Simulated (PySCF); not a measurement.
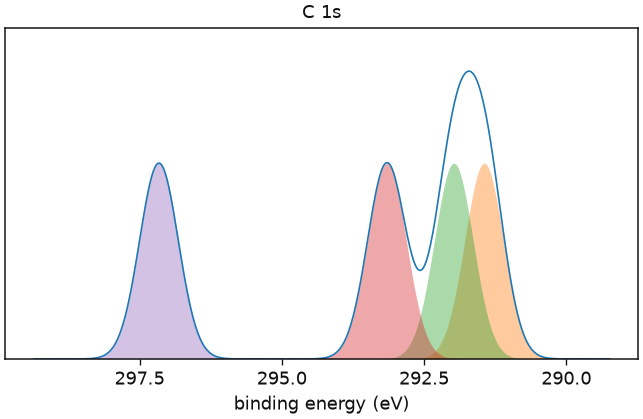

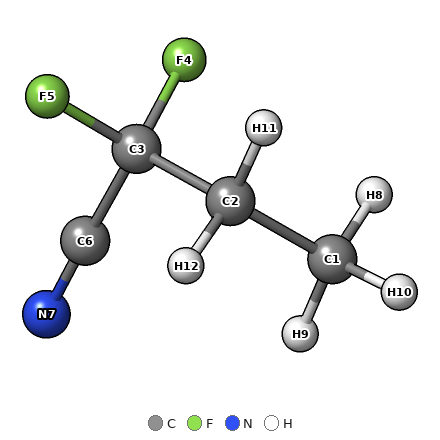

Simulated XPS of C₄H₅F₂N, SMILES CCC(F)(F)C#N. Vertical core-electron binding energies by ΔSCF (SCAN, pcX-2 on the ionised atom, pcseg-1 elsewhere, spin-free X2C; PySCF, at a GFN2-xTB geometry (no frequency check)), gas phase, against the vacuum level. One atom of each kind was ionised; within a panel, areas follow the number of like atoms, Gaussians of 0.8 eV full width. Only the regions named are shown. Lines closer than the width merge in the curve.

Q: Which atoms give which peak?

A:
```csv
level,atoms,binding energy (eV)
C 1s,C3,297.2
C 1s,C6,293.2
C 1s,C2,292.0
C 1s,C1,291.4
```

Q: How large is the chemical shift across the C 1s region?

A: 5.7 eV, from C1 at 291.4 eV to C3 at 297.2 eV.

Note: one conformer of a flexible molecule; the tight-binding geometry is rougher than a DFT one and adds to the error.
